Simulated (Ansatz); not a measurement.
# Elastic response of H5C4SN2Cl (Cmcm) (104 atoms): runs compared

How stiff is H5C4SN2Cl (Cmcm) (104 atoms), and how do its levels respond to strain?

Computed with Ansatz 0.2.0: Kohn-Sham DFT, LDA, PAW (set soft_2), plane waves.

**1. The cell as built**

The cell holds 104 atoms: 40 H, 32 C, 8 S, 16 N and 8 Cl. Its edges and angles: a = 8.017 Å, b = 12.911 Å, c = 13.085 Å, α = 90.0°, β = 90.0°, γ = 90.0°. It derives from H5C4SN2Cl (Cmcm), repeated 1×1×2. H5C4SN2Cl, space group Cmcm, structure from the Crystallography Open Database, 1 x 1 x 2 conventional cells; positions as listed; bonds to H set to neutron lengths (C-H 1.089, N-H 1.015, O-H 0.983, B-H 1.19 Å) where the listed ones are shorter.

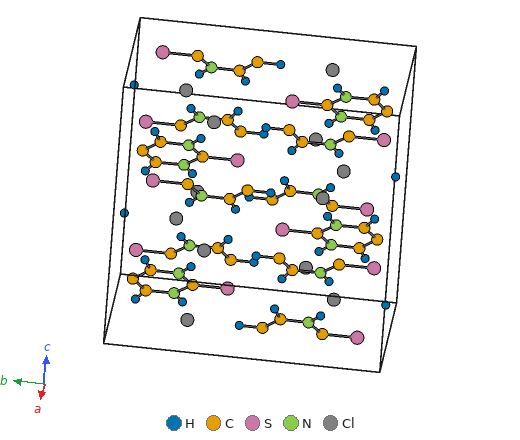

The cell as built. Bonds to atoms that aren't drawn are left out. Some periodic images of atoms are drawn too.

Limits known from the start: The Brillouin zone is sampled at Γ only.

**2. The reference run**

The reference is a single point at the end of the relaxation.

Every strained cell starts from the geometry of this run, and its atoms are relaxed with the cell held.

Its input, with most atom lines left out:

```yaml
crystal:
  lattice:
    - [7.75224, 0.0, 0.0]
    - [0.0, 13.04947, 0.0]
    - [0.0, 0.0, 12.34773]
  atoms:
    - { symbol: H, position: [0.7685, 0.25571, 0.375] }
    - { symbol: H, position: [0.2315, 0.74429, 0.125] }
    - { symbol: H, position: [0.2315, 0.25571, 0.375] }
    - { symbol: H, position: [0.7685, 0.74429, 0.125] }
    - { symbol: H, position: [0.2685, 0.75571, 0.375] }
    - { symbol: H, position: [0.7315, 0.24429, 0.125] }
    - { symbol: H, position: [0.7315, 0.75571, 0.375] }
    [... atom lines 8 to 104 left out ...]
kpoints:
  mp_grid: { grid: [1, 1, 1] }
hamiltonian:
  xc: lda
scf:
  occupations: { method: gaussian, width: 0.025 }
output:
  forces: true
  stress: true
  populations: true
  dos:
    method: { smearing: { sigma: 0.08 } }
    de: 0.1
    projected: { site_lists: { C: [C], Cl: [Cl], H: [H], "N": ["N"], S: [S] } }
  eigenvalues: true
  write_density: true
  write_potential: true
  volumetric_format: npy
```

- free energy per atom: -285.5929 eV/atom
- r.m.s. force component: 0.00796 eV/Å
- pressure: -0.01732 GPa

Filled and empty levels are parted by 1.88 eV at Γ alone; the mesh holds the band edges only if they fold onto it, so the gap at this level can be narrower or closed, while local or semilocal functionals tend to narrow gaps against experiment.

**3. The runs**

Each row is one run, on 4 threads of Intel Xeon 6975P-C (Granite Rapids), shared host. The free energy is the program's total, comparable only between runs with the same functional, potentials and atoms.

```csv
run,atoms,outcome,"ionic steps, all passes",free energy (eV),time,host memory (GiB)
Single point at the start,104,converged,-,-29699.188,4.8 s,1.3
Cell and atoms relaxed,104,converged,11,-29701.662,56 s,1.3
Single point at the relaxed geometry,104,converged,-,-29701.662,6.7 s,1.3
Volume -3 %,104,converged,4,-29701.569,18 s,1.3
Volume +3 %,104,converged,4,-29701.592,19 s,1.3
Volume -6 %,104,converged,5,-29701.283,22 s,1.2
Volume +6 %,104,converged,5,-29701.407,28 s,1.3
Volume -10 %,104,converged,6,-29700.489,26 s,1.2
Stretched by 1 % along x,104,converged,3,-29701.641,15 s,1.3
Compressed by 1 % along x,104,converged,3,-29701.636,14 s,1.3
Sheared by 2 % in xy,104,converged,4,-29701.654,17 s,1.3
```

In some runs the program notes that the SCF threshold is loose for the stress.

**4. Pressure against volume**

Atoms are relaxed at each volume, in the scaled cell.

```csv
volume change (%),volume (Å³/atom),energy change (meV/atom),pressure (GPa),largest move on relaxing (Å),bonds,gap (eV)
-10,10.810,11.27,3.42,0.10,96,1.85
-6,11.290,3.64,1.73,0.06,96,1.88
-3,11.651,0.89,0.76,0.03,96,1.89
+0,12.011,0.00,-0.02,-,96,1.88
+3,12.371,0.67,-0.54,0.04,96,1.89
+6,12.731,2.44,-0.99,0.08,96,1.88
```

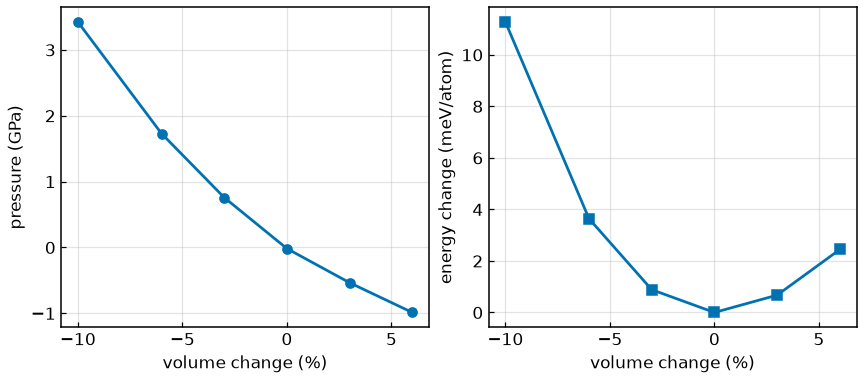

Pressure and energy against volume.

**5. Uniaxial strain and shear**

Stress (GPa, compression positive) less that of the relaxed cell, atoms relaxed:

```csv
strain,xx,yy,zz,xy,energy change (meV/atom)
stretched by 1 % along x,-0.495,-0.199,0.012,0.000,0.20
compressed by 1 % along x,0.741,0.385,-0.022,0.000,0.24
sheared by 2 % in xy,0.060,0.069,0.001,-0.032,0.07
```

**6. Outcome**

The bulk modulus, from the slope of pressure against ln V over the three points nearest the relaxed volume, is 21.6 GPa; a quadratic over all points gives a pressure derivative of about 8.8. The gap goes from 1.85 eV at the smallest volume to 1.88 eV at the largest, not monotonically (lowest 1.85, highest 1.89 eV), on the run's k-points. The shear changes the normal stresses by up to 0.07 GPa, more than the shear stress itself (0.03 GPa), so the response isn't simply elastic and the value of C66 is doubtful. Stretch and compression disagree (xx stress changes of -0.49 and 0.74 GPa), so C11 is only a mean of unlike responses. In the Cartesian axes of the cell, finite differences give C11 = 61.8, C12 = 29.2, C13 = -1.70 and C66 = 1.60 GPa (the shear of 2 % is the engineering strain, εxy = 0.01).

**Limits.** Strains are finite and relaxations stop at the force tolerance of the input, which can leave moduli too stiff; they are those of a static cell at zero temperature. Volumes are changed with the cell's shape held, so in an anisotropic solid the modulus lies over the one under free hydrostatic load. The program notes that the SCF threshold of the relaxations is loose for the stress. The reference functional has no dispersion term, which matters for the binding between molecules or layers, where LDA binds through overlap of densities alone.

The DFT runs together took 3.8 min of wall time.

[Logs are printed without paths, hosts, clocks, repeated set-up lines and the standing remarks that a program may print on its own settings, such as how far it seeks lower states.]

[Hosts, paths, dates, database ids (printed as entryN), source tags and the programs' standing remarks are cut or masked in the printed files.]
